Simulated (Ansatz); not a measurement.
The starting structures come from a database of crystals and need not be the phases stable at ambient conditions.

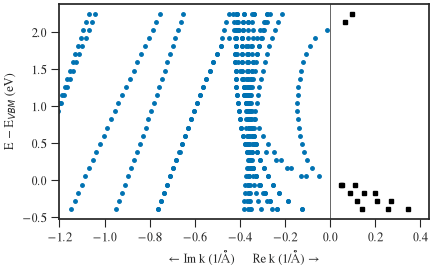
Figure. Complex bands at the centre of the two-dimensional zone; r2SCAN (Ansatz, a program for electronic structure)

The gap is the functional's own, uncorrected, and κ follows it; spin-orbit coupling is left out. Mid-gap values are interpolated between the computed energies.

Q: This is Zn(GaSe₂)₂ (I-4, not sure to be the ambient phase, 7 atoms a cell, 24.2 Å³ an atom) along the normal of (100). Read off the slowest decay at the centre of the two-dimensional zone at 1.04 eV, the computed energy nearest the middle of the gap.

A: κ ≈ 0.14 1/Å, a decay length 1/(2κ) of the density of 3.5 Å.
